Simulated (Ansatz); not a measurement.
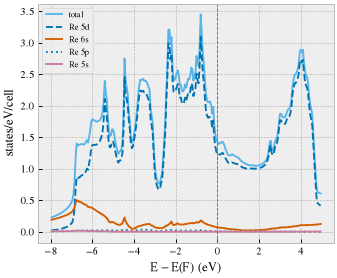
*Total and projected density of states of Re (hcp (Mg type), space group No. 194), the program Ansatz at the r²SCAN level (PAW)*

Problem. Which orbitals carry the states next to the Fermi level?

Solution. Within 0.5 eV of the Fermi level: Re 5d 88 %, outside the projected shells 7 %. Projections are on Löwdin-orthogonalised atomic valence shells; empty p or d shells of many metals are not among them.

Problem. Where is the tallest occupied peak in this window, and what makes it?

Solution. Near -0.8 eV, about 3.5 states/eV per cell; the largest projected share is Re 5d.

Space group P6_3/mmc (hcp (Mg type)). The r²SCAN relaxation kept the symmetry of its start. The run is not spin-polarised. Scalar-relativistic: spin–orbit coupling is off unless named, which matters more the heavier the elements.

Potentials: the later of the program's two PAW sets.
